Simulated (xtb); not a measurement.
# Run report: HfH3SO2F, geometry relaxation (part 3 of 3)

HfH3SO2F; GFN2-xTB (xtb 6.7.1 later snapshot).  The settings are looser than a standard set-up, so the numbers are not reference values.

Geometry of the input (Å):
```
O  -0.8590  -1.2851  -0.1630
Hf 0.1315  0.2135  0.0857
O  -0.0272  1.1390  1.5673
F  1.6471  -0.7093  0.4747
S  0.0849  1.3216  -2.0327
H  -0.6352  -1.9650  0.5246
H  0.4577  0.8139  2.2710
H  -0.7172  0.4742  -2.5490
```

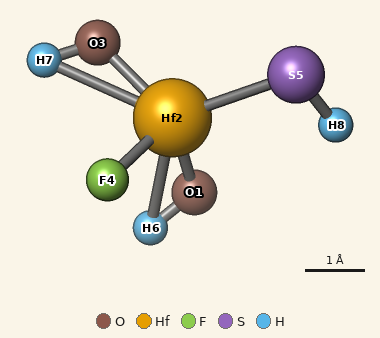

Fig. 1: The geometry at step 3 of the log (ball-and-stick view, seen at a tilt; atoms are numbered from 1 in the order of the input).

**The program's output, continued**
```
         #    Occupation            Energy/Eh            Energy/eV
      -------------------------------------------------------------
         1        2.0000           -0.8524079             -23.1952
       ...           ...                  ...                  ...
         4        2.0000           -0.7216735             -19.6377
         5        2.0000           -0.5976198             -16.2621
         6        2.0000           -0.5586591             -15.2019
         7        2.0000           -0.5299795             -14.4215
         8        2.0000           -0.5117044             -13.9242
         9        2.0000           -0.5055635             -13.7571
        10        2.0000           -0.4994496             -13.5907
        11        2.0000           -0.4828013             -13.1377
        12        2.0000           -0.4750260             -12.9261
        13        2.0000           -0.4630357             -12.5998
        14        2.0000           -0.4600879             -12.5196
        15        2.0000           -0.4217368             -11.4760
        16        2.0000           -0.3990008             -10.8574 (HOMO)
        17                         -0.2867142              -7.8019 (LUMO)
        18                         -0.2830925              -7.7033
        19                         -0.2734775              -7.4417
        20                         -0.2436626              -6.6304
        21                         -0.2393120              -6.5120
        22                         -0.1677902              -4.5658
        23                         -0.0642557              -1.7485
        24                         -0.0230959              -0.6285
        25                         -0.0182167              -0.4957
        26                         -0.0006288              -0.0171
        27                          0.0364320               0.9914
       ...                                ...                  ...
        33                          0.8393187              22.8390
      -------------------------------------------------------------
                  HL-Gap            0.1122865 Eh            3.0555 eV
             Fermi-level           -0.3428575 Eh           -9.3296 eV

     #   Z          covCN         q      C6AA      α(0)
     1   8          1.503    -0.605    25.423     6.799
     2  72          3.276     1.139   130.916    24.631
     3   8          1.503    -0.600    25.304     6.784
     4   9          0.637    -0.428    13.907     4.401
     5  16          1.723    -0.374   157.458    21.122
     6   1          1.038     0.334     0.613     1.223
     7   1          1.008     0.336     0.608     1.219
     8   1          0.927     0.198     1.109     1.647

 Mol. C6AA /au·bohr⁶  :       1573.851457
 Mol. C8AA /au·bohr⁸  :      99126.839811
 Mol. α(0) /au        :         67.825051

Wiberg/Mayer (AO) data.
largest (>0.10) Wiberg bond orders for each atom

 ---------------------------------------------------------------------------
     #   Z sym  total        # sym  WBO       # sym  WBO       # sym  WBO
 ---------------------------------------------------------------------------
     1   8      2.043 --     2      0.964     6      0.843
     2  72      3.855 --     5      1.007     3      0.971     1      0.964
                             4      0.794
     3   8      2.053 --     2      0.971     7      0.843
     4   9      0.993 --     2      0.794
     5  16      2.175 --     2      1.007     8      0.908
     6   1      0.888 --     1      0.843
     7   1      0.887 --     3      0.843
     8   1      0.961 --     5      0.908
 ---------------------------------------------------------------------------

Topologies differ in total number of bonds
Writing topology from bond orders to xtbtopo.mol

molecular dipole:
                 x           y           z       tot (Debye)
 q only:       -0.408      -0.398       0.244
   full:       -0.282      -0.786       0.874       3.073
molecular quadrupole (traceless):
                xx          xy          yy          xz          yz          zz
 q only:       -3.178       1.506      -1.206       1.611       0.422       4.384
  q+dip:       -1.497       1.647      -1.159       2.212       3.024       2.656
Molecule has no symmetry elements
It seems to be the C1 point group
   full:       -0.997       2.111      -0.915       2.277       3.278       1.912

           -------------------------------------------------
          |                Geometry Summary                 |
           -------------------------------------------------

      molecular mass/u    :      264.5708014
   center of mass at/Å    :        0.1622913       0.2450478      -0.0962210
  moments of inertia/u·Å² :        0.1508666E+03   0.2915323E+03   0.3139759E+03
rotational constants/cm⁻¹ :        0.1117387E+00   0.5782424E-01   0.5369086E-01

 * 7 selected distances

     #   Z          #   Z                                           value/Å
     1   8          2  72                                         1.8613631
     2  72          3   8                                         1.8598317
     2  72          4   9                                         1.8843039
     2  72          5  16                                         2.4086227 (max)
     1   8          6   1                                         0.9650292
     3   8          7   1                                         0.9643655 (min)
     5  16          8   1                                         1.3374325

 * 5 distinct bonds (by element types)

   Z      Z             #   av. dist./Å        max./Å        min./Å
   1 H    8 O           2     0.9646974     0.9650292     0.9643655
   1 H   16 S           1     1.3374325     1.3374325     1.3374325
   8 O   72 Hf          2     1.8605974     1.8613631     1.8598317
   9 F   72 Hf          1     1.8843039     1.8843039     1.8843039
  16 S   72 Hf          1     2.4086227     2.4086227     2.4086227

           -------------------------------------------------
          |               Frequency Printout                |
           -------------------------------------------------
 projected vibrational frequencies (cm⁻¹)
eigval :       -0.00    -0.00    -0.00     0.00     0.00     0.00
eigval :       57.12    68.54    75.96   109.46   133.96   155.04
eigval :      261.22   298.26   320.42   423.23   462.19   464.57
eigval :      485.17   567.72   587.12  2355.42  3543.36  3551.78
 reduced masses (amu)
    1:     14.32    2:     12.51    3:     27.71    4:     23.02    5:     11.05    6:     16.38
    7:      8.40    8:      3.47    9:      8.22   10:      4.28   11:      4.95   12:      1.18
   13:      1.36   14:      7.44   15:      1.31   16:     16.20   17:      1.74   18:      1.75
   19:      1.12   20:      2.99   21:      2.13   22:      1.04   23:      1.07   24:      1.07
 IR intensities (km·mol⁻¹)
    1:      0.13    2:      0.98    3:      0.35    4:      0.19    5:      0.98    6:      0.26
    7:      6.34    8:      1.65    9:     12.10   10:     15.79   11:     20.78   12:     35.19
   13:    112.04   14:     15.75   15:    322.58   16:     61.71   17:     23.12   18:     42.81
   19:     46.68   20:    215.83   21:    149.13   22:     73.67   23:     10.81   24:     22.88
 Raman intensities (Ä⁴*amu⁻¹)
    1:      0.00    2:      0.00    3:      0.00    4:      0.00    5:      0.00    6:      0.00
    7:      0.00    8:      0.00    9:      0.00   10:      0.00   11:      0.00   12:      0.00
   13:      0.00   14:      0.00   15:      0.00   16:      0.00   17:      0.00   18:      0.00
   19:      0.00   20:      0.00   21:      0.00   22:      0.00   23:      0.00   24:      0.00
 output can be read by thermo (or use thermo option).
 writing <g98.out> molden fake output.
 recommended (thermochemical) frequency scaling factor: 1.0
           -------------------------------------------------
          |             Thermodynamic Functions             |
           -------------------------------------------------

c1  symmetry found (for desy threshold:  0.10E+00) used in thermo

          ...................................................
          :                      SETUP                      :
          :.................................................:
          :  # frequencies                          18      :
          :  # imaginary freq.                       0      :
          :  linear?                             false      :
          :  only rotor calc.                    false      :
          :  symmetry                               c1      :
          :  rotational number                       1      :
          :  scaling factor                  1.0000000      :
          :  rotor cutoff                   50.0000000 cm⁻¹ :
          :  imag. cutoff                  -20.0000000 cm⁻¹ :
          :.................................................:

    mode    ω/cm⁻¹     T·S(HO)/kcal·mol⁻¹    T·S(FR)/kcal·mol⁻¹   T·S(vib)
   ------------------------------------------------------------------------
       1     57.12    -1.35784 ( 63.01%)    -1.01675 ( 36.99%)    -1.23167
       2     68.54    -1.25072 ( 77.93%)    -0.96284 ( 22.07%)    -1.18718
       3     75.96    -1.19039 ( 84.20%)    -0.93240 ( 15.80%)    -1.14961
       4    109.46    -0.97746 ( 95.83%)    -0.82424 (  4.17%)    -0.97107
       5    133.96    -0.86115 ( 98.10%)    -0.76444 (  1.90%)    -0.85931
       6    155.04    -0.77802 ( 98.93%)    -0.72119 (  1.07%)    -0.77741
       7    261.22    -0.49303 ( 99.87%)    -0.56669 (  0.13%)    -0.49313
       8    298.26    -0.42535 ( 99.92%)    -0.52741 (  0.08%)    -0.42543
   ------------------------------------------------------------------------

   temp. (K)  partition function   enthalpy   heat capacity  entropy
                                   cal/mol     cal/K/mol   cal/K/mol   J/K/mol
 298.15  VIB  0.196E+04             4445.110     23.450     29.176
         ROT  0.284E+06              888.727      2.981     27.933
         INT  0.558E+09             5333.837     26.431     57.109
         TR   0.132E+27             1481.212      4.968     42.618
         TOT                        6815.0495    31.3988    99.7269   417.2572

       T/K    H(0)-H(T)+PV         H(T)/Eh          T*S/Eh         G(T)/Eh
   ------------------------------------------------------------------------
    298.15    0.108605E-01    0.425738E-01    0.473835E-01   -0.480967E-02
   ------------------------------------------------------------------------

         :::::::::::::::::::::::::::::::::::::::::::::::::::::
         ::                  THERMODYNAMIC                  ::
         :::::::::::::::::::::::::::::::::::::::::::::::::::::
         :: total free energy         -19.299216229534 Eh   ::
         ::.................................................::
         :: total energy              -19.294406556250 Eh   ::
         :: zero point energy           0.031713309759 Eh   ::
         :: G(RRHO) w/o ZPVE           -0.036522983044 Eh   ::
         :: G(RRHO) contrib.           -0.004809673285 Eh   ::
         :::::::::::::::::::::::::::::::::::::::::::::::::::::

optimized geometry written to: xtbopt.xyz

           -------------------------------------------------
          | TOTAL ENERGY              -19.294406556250 Eh   |
          | TOTAL ENTHALPY            -19.251832773823 Eh   |
          | TOTAL FREE ENERGY         -19.299216229534 Eh   |
          | GRADIENT NORM               0.001423963684 Eh/α |
          | HOMO-LUMO GAP               3.055471896748 eV   |
           -------------------------------------------------

------------------------------------------------------------------------
------------------------------------------------------------------------
 total:
 *  cpu-time:     0 d,  0 h,  0 min,  0.234 sec
 * ratio c/w:     1.000 speedup
 SCF:
 *  cpu-time:     0 d,  0 h,  0 min,  0.008 sec
 * ratio c/w:     1.000 speedup
 ANC optimizer:
 *  cpu-time:     0 d,  0 h,  0 min,  0.032 sec
 * ratio c/w:     1.000 speedup
 analytical hessian:
 *  cpu-time:     0 d,  0 h,  0 min,  0.185 sec
 * ratio c/w:     1.000 speedup
```

**File vibspectrum**
```
$vibrational spectrum
#  mode     symmetry     wave number   IR intensity    selection rules
#                         cm**(-1)      (km*mol⁻¹)        IR
     1                      -0.00         0.00000          -
     2                      -0.00         0.00000          -
     3                      -0.00         0.00000          -
     4                       0.00         0.00000          -
     5                       0.00         0.00000          -
     6                       0.00         0.00000          -
     7        a             57.12         6.34283         YES
     8        a             68.54         1.64846         YES
     9        a             75.96        12.10458         YES
    10        a            109.46        15.78659         YES
    11        a            133.96        20.78188         YES
    12        a            155.04        35.18720         YES
    13        a            261.22       112.04025         YES
    14        a            298.26        15.75433         YES
    15        a            320.42       322.57728         YES
    16        a            423.23        61.70705         YES
    17        a            462.19        23.12098         YES
    18        a            464.57        42.80955         YES
    19        a            485.17        46.67698         YES
    20        a            567.72       215.83133         YES
    21        a            587.12       149.12798         YES
    22        a           2355.42        73.66980         YES
    23        a           3543.36        10.80857         YES
    24        a           3551.78        22.87628         YES
$end
```

**File xtbopt.xyz**
```
8
 energy: -19.294406556249 gnorm: 0.001423950616 xtb: 6.7.1
O           -0.94599530684200       -1.29885061061875       -0.12930408448577
Hf           0.13523391526104        0.20684540146811        0.03950003296208
O           -0.03132298152212        1.17418361165678        1.61921167565110
F            1.72414224034291       -0.68281454113751        0.52372735105487
S            0.08006537922081        1.36113144518295       -2.07380130185992
H           -0.65163146438459       -2.00060307055440        0.46413898645548
H            0.49613717261774        0.80961401072379        2.33954181541667
H           -0.72391831626983        0.43328363211496       -2.60430476877769
```

**Trajectory as extended XYZ (Å, eV, eV/Å), 6 frames, from step=0 to step=5**
```
8
Properties=species:S:1:pos:R:3 step=0 energy=-524.74352
O    -0.8590   -1.2851   -0.1630
Hf    0.1315    0.2135    0.0857
O    -0.0272    1.1390    1.5673
F     1.6471   -0.7093    0.4747
S     0.0849    1.3216   -2.0327
H    -0.6352   -1.9650    0.5246
H     0.4577    0.8139    2.2710
H    -0.7172    0.4742   -2.5490
8
Properties=species:S:1:pos:R:3 step=1 energy=-524.96151
O    -0.9004   -1.3029   -0.1512
Hf    0.1321    0.1963    0.0607
O    -0.0312    1.1583    1.5727
F     1.6852   -0.6974    0.4823
S     0.0880    1.3462   -2.0405
H    -0.6449   -1.9762    0.5046
H     0.4704    0.8199    2.3082
H    -0.7166    0.4586   -2.5581
8
Properties=species:S:1:pos:R:3 step=2 energy=-525.01878
O    -0.9312   -1.3084   -0.1422
Hf    0.1417    0.1891    0.0441
O    -0.0285    1.1703    1.5866
F     1.7214   -0.6903    0.5010
S     0.0740    1.3669   -2.0459
H    -0.6589   -1.9854    0.4870
H     0.4783    0.8200    2.3313
H    -0.7141    0.4406   -2.5832
8
Properties=species:S:1:pos:R:3 step=3 energy=-525.02566
O    -0.9471   -1.3039   -0.1331
Hf    0.1393    0.1945    0.0409
O    -0.0281    1.1736    1.6027
F     1.7281   -0.6852    0.5101
S     0.0726    1.3686   -2.0557
H    -0.6559   -1.9956    0.4746
H     0.4873    0.8172    2.3398
H    -0.7134    0.4336   -2.6005
8
Properties=species:S:1:pos:R:3 step=4 energy=-525.02706
O    -0.9486   -1.3011   -0.1305
Hf    0.1367    0.2013    0.0394
O    -0.0297    1.1741    1.6126
F     1.7271   -0.6828    0.5164
S     0.0769    1.3632   -2.0634
H    -0.6534   -1.9989    0.4680
H     0.4925    0.8138    2.3410
H    -0.7187    0.4332   -2.6048
8
Properties=species:S:1:pos:R:3 step=5 energy=-525.02755
O    -0.9460   -1.2989   -0.1293
Hf    0.1352    0.2069    0.0395
O    -0.0313    1.1742    1.6192
F     1.7241   -0.6828    0.5237
S     0.0801    1.3611   -2.0738
H    -0.6516   -2.0006    0.4641
H     0.4961    0.8096    2.3395
H    -0.7239    0.4333   -2.6043
```

**Results in brief**

| quantity | value |
| --- | --- |
| outcome | converged |
| electrons treated | 32 |
| total energy | −19.294407 hartree |
| dispersion energy | −0.003894 hartree |
| basis functions | 35 |
| HOMO | −10.86 eV |
| LUMO | −7.80 eV |
| zero-point energy | 0.031713 hartree |
| dipole moment | 3.07 D |
| wavenumbers, lowest and highest | 57 and 3552 cm⁻¹ |
| hardware | 1 thread of Arm Neoverse V1, 24 GiB of memory available, shared host |
| peak memory | 0.075 GiB |

**Remarks**

Settings chosen away from the usual ones: method = gfn2-xtb; task = optfreq; opt_level = loose; x = {}; partner = base. These settings are looser than, or depart from, a standard set-up, so the numbers are not reference values for this system.
